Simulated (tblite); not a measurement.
**Run report: C3H9BN2Si, saddle-point search**

The run: saddle-point search of C3H9BN2Si. Method and program: GFN2-xTB saddle search (eigenvector following) and harmonic vibrations, gas phase (tblite 0.8.0).

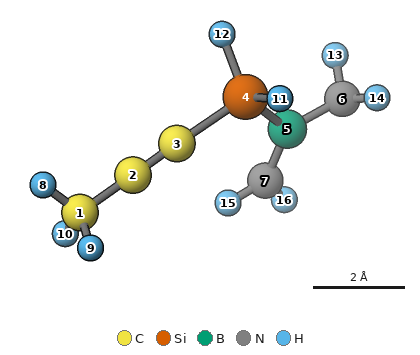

The structure as given in the input (ball-and-stick view, seen at a tilt; atoms are numbered from 1 in the order of the input). Bond lengths as drawn: B–N 1.39 to 1.48 Å, B–Si 1.97 Å, C–C 1.21 to 1.45 Å, C–H 1.09 Å, C–Si 1.86 Å, H–N 1.01 Å and H–Si 1.48 Å.

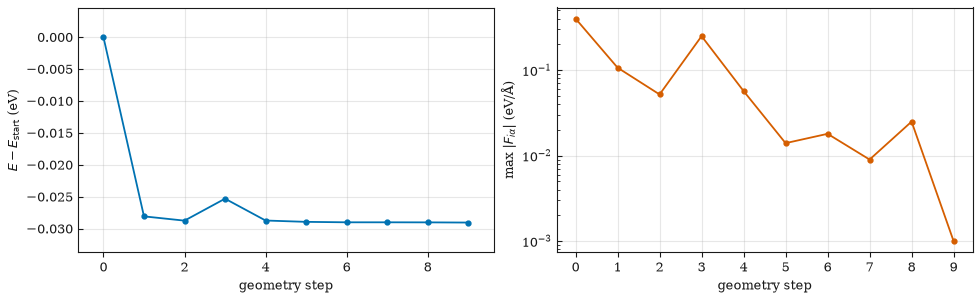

Progress of the saddle-point search, step by step (steps are counted from 0).

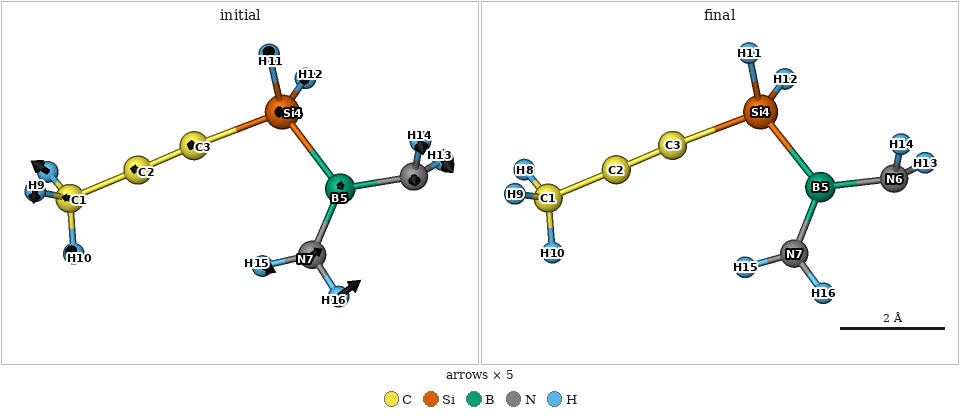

Before (left) and after (right) the saddle-point search, at one scale (ball-and-stick view, seen at a tilt). The black arrows give the displacements, magnified 5 times. The energy falls by 0.029 eV in 9 geometry steps. Largest force component: 0.4 eV/Å at the start, 0.001 eV/Å at the end. The atom that moves furthest after the best rigid fit is H16 (0.11 Å). Largest moves by element: H 0.11 Å, N 0.06 Å, Si 0.05 Å, C 0.04 Å, B 0.03 Å. Among the contacts that change: Si4–B5 1.968 → 1.976 Å, B5–N7 1.391 → 1.384 Å, C3–Si4 1.861 → 1.854 Å, B5–N6 1.478 → 1.483 Å. Among the angles that change: N6–B5–N7 119.5° → 115.0°, Si4–B5–N6 120.4° → 124.8°, B5–N7–H16 124.6° → 122.4°. (Atoms are counted from 1 in the order of the input.)

The input and output of the run follow.

Input
```
{"job": {"xc": "GFN2-xTB", "basis": "xTB", "kind": "saddle"}, "charge": 0, "multiplicity": 1}
C     -3.471451    -0.619397     0.600819
C     -2.239546     0.006287     0.161421
C     -1.224108     0.539685    -0.209696
Si     0.385633     1.297923    -0.753337
B      1.871244     0.126822    -0.211416
N      3.263740     0.473528    -0.565392
N      1.615554    -1.035114     0.508951
H     -4.267394    -0.420257    -0.116931
H     -3.766890    -0.221448     1.572012
H     -3.338507    -1.698553     0.687591
H      0.368333     2.650350    -0.155171
H      0.214209     1.512341    -2.205939
H      3.426017     0.525978    -1.562912
H      3.571376     1.354921    -0.174681
H      0.686949    -1.320403     0.776305
H      2.323867    -1.683629     0.821348
```

The first line tells a small driver script what to run in tblite; the rest is the geometry in Å.

Command:
```bash
OMP_NUM_THREADS=1 python <driver script> task.json out
```

What the program printed
```
step      E/eV     max force
  0    -537.76237   0.4346
  1    -537.79044   0.1165
  2    -537.79111   0.0587
  3    -537.78767   0.2748
  4    -537.79109   0.0640
  5    -537.79130   0.0152
  6    -537.79137   0.0183
  7    -537.79137   0.0097
  8    -537.79138   0.0255
  9    -537.79141   0.0010
lowest wavenumbers (cm-1): -398.6 -12.4 25.7 47.3 140.3 164.7
```

Trajectory as extended XYZ (Å, eV, eV/Å), 10 frames, from step=0 to step=9
```
16
Properties=species:S:1:pos:R:3:forces:R:3 step=0 energy=-537.76237
C    -3.4715   -0.6194    0.6008    0.0090   0.0010  -0.0010
C    -2.2395    0.0063    0.1614    0.0230   0.0150  -0.0100
C    -1.2241    0.5397   -0.2097    0.0210   0.0360  -0.0240
Si    0.3856    1.2979   -0.7533   -0.4010  -0.1210   0.1160
B     1.8712    0.1268   -0.2114   -0.2130  -0.0380   0.0400
N     3.2637    0.4735   -0.5654    0.2450  -0.2260   0.1140
N     1.6156   -1.0351    0.5090    0.2400   0.1720  -0.1270
H    -4.2674   -0.4203   -0.1169   -0.0020   0.0010  -0.0020
H    -3.7669   -0.2214    1.5720    0.0010   0.0000   0.0020
H    -3.3385   -1.6986    0.6876    0.0020  -0.0010   0.0000
H     0.3683    2.6503   -0.1552    0.0420   0.0420  -0.0210
H     0.2142    1.5123   -2.2059    0.0410   0.0340  -0.0370
H     3.4260    0.5260   -1.5629   -0.0220  -0.0160   0.0530
H     3.5714    1.3549   -0.1747   -0.0250  -0.0510  -0.0080
H     0.6869   -1.3204    0.7763    0.0150   0.0520  -0.0330
H     2.3239   -1.6836    0.8213    0.0250   0.1000  -0.0620
16
Properties=species:S:1:pos:R:3:forces:R:3 step=1 energy=-537.79044
C    -3.4907   -0.6198    0.6119   -0.0610  -0.0190   0.0260
C    -2.2654    0.0079    0.1587   -0.0040   0.0020   0.0030
C    -1.2546    0.5419   -0.2236   -0.0040   0.0020  -0.0010
Si    0.3485    1.2949   -0.7749   -0.0460  -0.0080   0.0160
B     1.8625    0.1528   -0.2253    0.0030   0.0000   0.0010
N     3.2851    0.4462   -0.5228    0.0240  -0.0140  -0.0230
N     1.6328   -1.0096    0.4904    0.0280  -0.0250   0.0090
H    -4.3151   -0.3564   -0.0565    0.0770  -0.0330   0.0730
H    -3.7334   -0.2801    1.6231    0.0190  -0.0420  -0.1070
H    -3.3758   -1.7074    0.6210   -0.0250   0.0950   0.0030
H     0.3432    2.6628   -0.2063    0.0050  -0.0010  -0.0050
H     0.1944    1.4982   -2.2338    0.0060   0.0020  -0.0020
H     3.4873    0.4897   -1.5139   -0.0110  -0.0080   0.0400
H     3.6056    1.3208   -0.1277   -0.0050  -0.0100   0.0010
H     0.7172   -1.3317    0.7611    0.0310   0.0140  -0.0100
H     2.3775   -1.6210    0.7916   -0.0360   0.0440  -0.0220
16
Properties=species:S:1:pos:R:3:forces:R:3 step=2 energy=-537.79111
C    -3.4982   -0.6155    0.6155    0.0330   0.0100  -0.0150
C    -2.2708    0.0100    0.1652    0.0060   0.0000  -0.0030
C    -1.2582    0.5419   -0.2150   -0.0020   0.0000   0.0000
Si    0.3442    1.2957   -0.7661   -0.0080  -0.0010   0.0050
B     1.8647    0.1529   -0.2322    0.0110  -0.0030   0.0080
N     3.2896    0.4462   -0.5205    0.0060   0.0100  -0.0220
N     1.6404   -1.0188    0.4690    0.0030  -0.0320   0.0130
H    -4.2970   -0.4280   -0.0999   -0.0370   0.0140  -0.0390
H    -3.7912   -0.2095    1.5821   -0.0110   0.0250   0.0520
H    -3.3610   -1.6917    0.7132    0.0140  -0.0470   0.0020
H     0.3428    2.6604   -0.1899    0.0020  -0.0010  -0.0010
H     0.1862    1.5096   -2.2231    0.0020  -0.0020  -0.0010
H     3.4971    0.4995   -1.5097   -0.0070  -0.0030   0.0230
H     3.6121    1.3145   -0.1135   -0.0080  -0.0090  -0.0030
H     0.7276   -1.3502    0.7380    0.0290   0.0100  -0.0080
H     2.3907   -1.6278    0.7598   -0.0330   0.0280  -0.0120
16
Properties=species:S:1:pos:R:3:forces:R:3 step=3 energy=-537.78767
C    -3.5016   -0.6151    0.6107   -0.1500  -0.0670   0.0570
C    -2.2723    0.0116    0.1679   -0.0220  -0.0080   0.0080
C    -1.2578    0.5453   -0.2045    0.0020   0.0020  -0.0020
Si    0.3463    1.3012   -0.7462    0.0000   0.0000  -0.0040
B     1.8670    0.1498   -0.2314   -0.0090  -0.0040   0.0000
N     3.2879    0.4419   -0.5368    0.0030   0.0040   0.0200
N     1.6458   -1.0260    0.4636    0.0060   0.0040   0.0020
H    -4.2771   -0.5028   -0.1592    0.1730  -0.0420   0.2050
H    -3.8491   -0.1404    1.5389    0.0640  -0.1360  -0.2300
H    -3.3343   -1.6851    0.7966   -0.0720   0.2500  -0.0370
H     0.3496    2.6593   -0.1547    0.0000  -0.0010  -0.0010
H     0.1901    1.5314   -2.2013   -0.0010   0.0010   0.0030
H     3.4788    0.5049   -1.5277    0.0080   0.0010  -0.0190
H     3.6159    1.3065   -0.1267    0.0030  -0.0050  -0.0010
H     0.7350   -1.3539    0.7399   -0.0070  -0.0050   0.0020
H     2.3949   -1.6396    0.7440    0.0010   0.0050  -0.0040
16
Properties=species:S:1:pos:R:3:forces:R:3 step=4 energy=-537.79109
C    -3.4922   -0.6144    0.6233   -0.0340  -0.0120   0.0130
C    -2.2678    0.0106    0.1642   -0.0020   0.0000   0.0010
C    -1.2579    0.5426   -0.2230   -0.0050  -0.0020   0.0020
Si    0.3443    1.2920   -0.7797    0.0010   0.0040   0.0000
B     1.8630    0.1526   -0.2327    0.0070   0.0030   0.0030
N     3.2899    0.4531   -0.5042   -0.0100  -0.0020  -0.0050
N     1.6321   -1.0230    0.4599   -0.0070   0.0130  -0.0090
H    -4.3039   -0.4059   -0.0770    0.0430  -0.0150   0.0440
H    -3.7652   -0.2232    1.6060    0.0110  -0.0270  -0.0570
H    -3.3592   -1.6962    0.6976   -0.0150   0.0570  -0.0020
H     0.3434    2.6624   -0.2167   -0.0010  -0.0040  -0.0020
H     0.1894    1.4914   -2.2393    0.0010  -0.0010   0.0030
H     3.5058    0.5139   -1.4908   -0.0010   0.0000   0.0110
H     3.6032    1.3204   -0.0882   -0.0030  -0.0070  -0.0040
H     0.7165   -1.3549    0.7157    0.0010  -0.0010   0.0010
H     2.3775   -1.6322    0.7578    0.0140  -0.0070   0.0040
16
Properties=species:S:1:pos:R:3:forces:R:3 step=5 energy=-537.79130
C    -3.4987   -0.6097    0.6240    0.0070   0.0020  -0.0030
C    -2.2716    0.0111    0.1667    0.0010   0.0000  -0.0010
C    -1.2595    0.5394   -0.2195    0.0010   0.0000   0.0000
Si    0.3432    1.2872   -0.7774    0.0010   0.0010   0.0010
B     1.8655    0.1517   -0.2325   -0.0060  -0.0070   0.0060
N     3.2908    0.4584   -0.5023    0.0010   0.0000  -0.0030
N     1.6410   -1.0284    0.4548   -0.0010  -0.0030   0.0010
H    -4.3046   -0.4078   -0.0812   -0.0090   0.0030  -0.0090
H    -3.7776   -0.2114    1.5996   -0.0020   0.0050   0.0110
H    -3.3676   -1.6890    0.7084    0.0030  -0.0110   0.0000
H     0.3416    2.6590   -0.2183    0.0000  -0.0020  -0.0010
H     0.1877    1.4827   -2.2376    0.0000   0.0000   0.0010
H     3.5080    0.5226   -1.4882    0.0000   0.0000   0.0050
H     3.6011    1.3251   -0.0832   -0.0010  -0.0010  -0.0030
H     0.7280   -1.3681    0.7105    0.0140   0.0050  -0.0030
H     2.3918   -1.6338    0.7491   -0.0090   0.0060  -0.0020
16
Properties=species:S:1:pos:R:3:forces:R:3 step=6 energy=-537.79137
C    -3.5021   -0.6128    0.6154   -0.0090  -0.0060   0.0030
C    -2.2734    0.0089    0.1636    0.0000  -0.0010   0.0000
C    -1.2597    0.5378   -0.2175   -0.0010   0.0000   0.0000
Si    0.3435    1.2880   -0.7705    0.0000   0.0000   0.0000
B     1.8668    0.1527   -0.2286    0.0020  -0.0030   0.0010
N     3.2903    0.4520   -0.5174   -0.0010   0.0020  -0.0010
N     1.6465   -1.0188    0.4741   -0.0010   0.0030  -0.0020
H    -4.3135   -0.3817   -0.0759    0.0110  -0.0040   0.0120
H    -3.7669   -0.2400    1.6058    0.0020  -0.0070  -0.0150
H    -3.3810   -1.6961    0.6666   -0.0030   0.0180  -0.0010
H     0.3406    2.6575   -0.2057    0.0000   0.0000   0.0000
H     0.1894    1.4896   -2.2299    0.0000   0.0000   0.0000
H     3.4965    0.5058   -1.5063   -0.0010   0.0000   0.0050
H     3.6080    1.3221   -0.1108   -0.0020  -0.0040  -0.0020
H     0.7355   -1.3533    0.7428    0.0040   0.0020  -0.0010
H     2.3985   -1.6228    0.7674    0.0000   0.0000   0.0000
16
Properties=species:S:1:pos:R:3:forces:R:3 step=7 energy=-537.79137
C    -3.5030   -0.6153    0.6104    0.0060   0.0030  -0.0010
C    -2.2738    0.0084    0.1628    0.0020   0.0010   0.0000
C    -1.2596    0.5389   -0.2148   -0.0020  -0.0010   0.0010
Si    0.3440    1.2914   -0.7636    0.0000   0.0010   0.0000
B     1.8672    0.1532   -0.2275    0.0030  -0.0020   0.0010
N     3.2896    0.4464   -0.5277   -0.0020   0.0020  -0.0010
N     1.6479   -1.0142    0.4823   -0.0020   0.0020  -0.0010
H    -4.3114   -0.3883   -0.0845   -0.0070   0.0030  -0.0060
H    -3.7735   -0.2412    1.5980   -0.0010   0.0030   0.0080
H    -3.3797   -1.6974    0.6649    0.0020  -0.0090   0.0000
H     0.3415    2.6579   -0.1915    0.0000  -0.0010  -0.0010
H     0.1900    1.5008   -2.2220    0.0000   0.0000   0.0010
H     3.4889    0.4949   -1.5183   -0.0020   0.0000   0.0060
H     3.6132    1.3173   -0.1274   -0.0020  -0.0050  -0.0020
H     0.7377   -1.3447    0.7586    0.0050   0.0020  -0.0020
H     2.4000   -1.6192    0.7732    0.0000   0.0000   0.0000
16
Properties=species:S:1:pos:R:3:forces:R:3 step=8 energy=-537.79138
C    -3.5025   -0.6161    0.6095   -0.0130  -0.0080   0.0060
C    -2.2736    0.0078    0.1614   -0.0020  -0.0010   0.0010
C    -1.2596    0.5385   -0.2166    0.0010   0.0000   0.0000
Si    0.3439    1.2907   -0.7658    0.0000   0.0000   0.0000
B     1.8670    0.1540   -0.2264    0.0000  -0.0020   0.0010
N     3.2892    0.4459   -0.5277    0.0010   0.0010   0.0000
N     1.6477   -1.0110    0.4873    0.0000   0.0020  -0.0010
H    -4.3172   -0.3682   -0.0723    0.0150  -0.0070   0.0170
H    -3.7593   -0.2604    1.6086    0.0040  -0.0100  -0.0220
H    -3.3863   -1.7010    0.6399   -0.0050   0.0250   0.0000
H     0.3405    2.6582   -0.1964    0.0000   0.0000   0.0000
H     0.1907    1.4973   -2.2246    0.0000   0.0000   0.0000
H     3.4884    0.4910   -1.5184    0.0000   0.0000   0.0010
H     3.6130    1.3179   -0.1304   -0.0010  -0.0010  -0.0010
H     0.7375   -1.3403    0.7648    0.0000   0.0000   0.0000
H     2.3996   -1.6153    0.7800    0.0000   0.0000   0.0000
16
Properties=species:S:1:pos:R:3:forces:R:3 step=9 energy=-537.79141
C    -3.5019   -0.6141    0.6133    0.0000   0.0010   0.0000
C    -2.2734    0.0081    0.1618    0.0000   0.0000   0.0000
C    -1.2598    0.5375   -0.2189    0.0000   0.0000   0.0000
Si    0.3435    1.2881   -0.7710    0.0000   0.0000   0.0000
B     1.8667    0.1536   -0.2272    0.0000   0.0000   0.0000
N     3.2898    0.4501   -0.5199    0.0000   0.0000   0.0000
N     1.6466   -1.0146    0.4808    0.0000   0.0000   0.0000
H    -4.3182   -0.3648   -0.0650    0.0000   0.0000   0.0000
H    -3.7548   -0.2593    1.6128    0.0000   0.0000   0.0000
H    -3.3876   -1.6984    0.6424    0.0000  -0.0010   0.0000
H     0.3397    2.6578   -0.2067    0.0000   0.0000   0.0000
H     0.1905    1.4890   -2.2306    0.0000   0.0000   0.0000
H     3.4942    0.4994   -1.5093    0.0000   0.0000   0.0000
H     3.6092    1.3215   -0.1176    0.0000   0.0000   0.0000
H     0.7359   -1.3470    0.7525    0.0000   0.0000   0.0000
H     2.3985   -1.6181    0.7753    0.0000   0.0000   0.0000
```

Results in brief

```json
{"quantity": "outcome", "value": "converged"}
{"quantity": "total energy", "value": "−537.7914 eV"}
{"quantity": "point group", "value": "C1"}
{"quantity": "hardware", "value": "1 CPU thread, shared host"}
{"quantity": "wall time", "value": "2.9 s"}
{"quantity": "peak memory", "value": "0.2 GiB"}
```
